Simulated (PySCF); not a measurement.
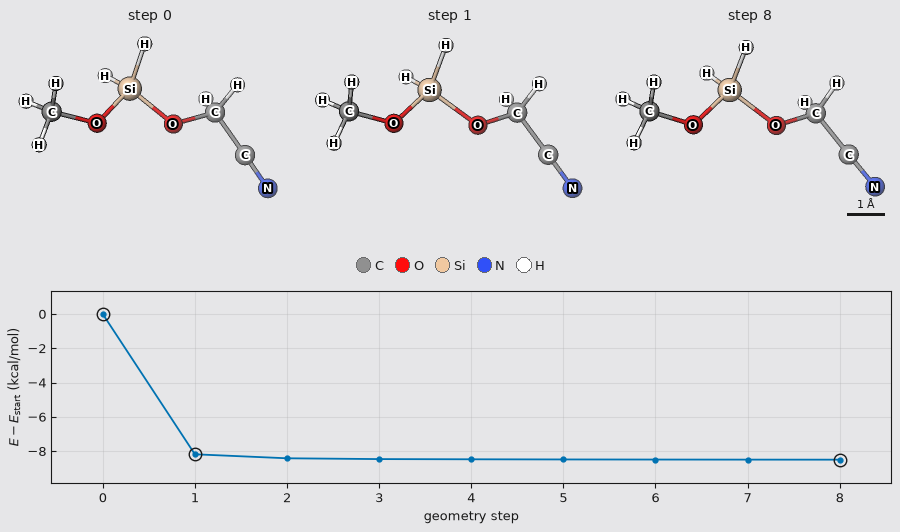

Frames of a relaxation of C3H7NO2Si, marked on the history of the run. The picture is a ball-and-stick view, seen at a tilt.

The start comes from GFN2-xTB. Its atoms were then displaced at random by about 0.01 Å.

Level of theory: PBE0-D3(BJ)/def2-SVP geometry optimisation, gas phase (PySCF 2.14.0, density-fitted response routines). 

### What happens along the run?

Over 8 geometry steps the energy falls by 8.49 kcal/mol. The N atom moves most after the best rigid fit: 0.21 Å. By element the largest moves are N 0.21 Å, H 0.20 Å, O 0.11 Å, C 0.10 Å, Si 0.08 Å. Among the contacts that change: O–Si 1.573 → 1.663 Å, H–Si 1.457 → 1.496 Å, C–O 1.424 → 1.388 Å, C–H 1.074 → 1.105 Å. Among the angles between lasting bonds that change: O–Si–O 98.3° → 104.0°, O–Si–H 112.9° → 109.5°, H–C–H 111.2° → 108.2°. The run took 110 s on 1 thread of Arm Neoverse N1, on a shared host. From step 0 to 1: an H atom moves most (0.15 Å), energy −8.18 kcal/mol. From step 1 to 8: the N atom moves most (0.13 Å), energy −0.31 kcal/mol.

```json
{"step": "0", "E − E(0), kcal/mol": "0.00"}
{"step": "1", "E − E(0), kcal/mol": "-8.18"}
{"step": "2", "E − E(0), kcal/mol": "-8.41"}
{"step": "3", "E − E(0), kcal/mol": "-8.46"}
{"step": "4", "E − E(0), kcal/mol": "-8.47"}
{"step": "5", "E − E(0), kcal/mol": "-8.48"}
{"step": "6", "E − E(0), kcal/mol": "-8.49"}
{"step": "7", "E − E(0), kcal/mol": "-8.49"}
{"step": "8", "E − E(0), kcal/mol": "-8.49"}
```
